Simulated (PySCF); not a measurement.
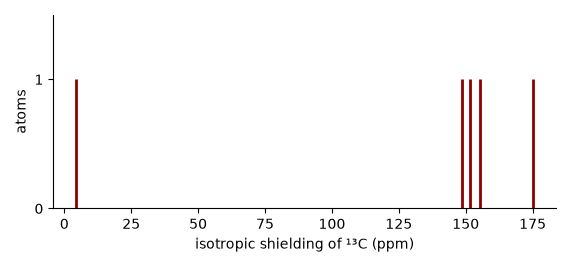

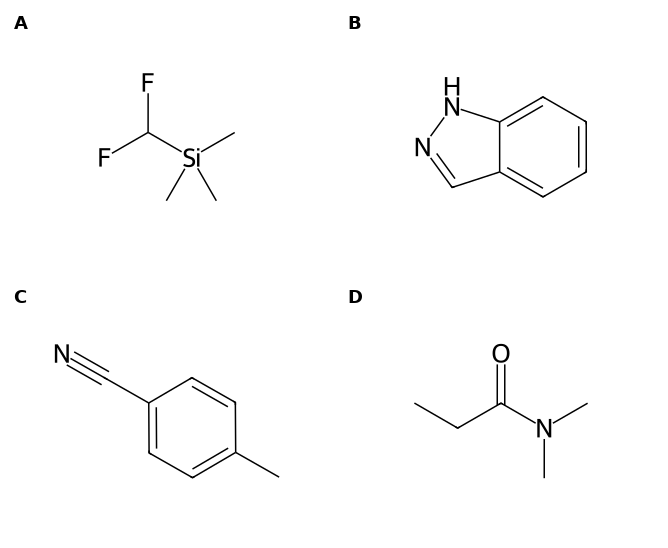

The sticks are computed shieldings of one of the molecules, for one fixed geometry (PBE0-D3(BJ)/def2-TZVP) without averaging over rotations. Low shielding means a high chemical shift. Method: GIAO ωB97X-D/pcSseg-2 NMR shielding, non-relativistic, gas phase (PySCF 2.14.0).

Which molecule gives this pattern?

Answer. D, `CCC(=O)N(C)C`. Its 5 C atoms give lines at 4.4, 148.7, 151.6, 155.2, 175.1 ppm.
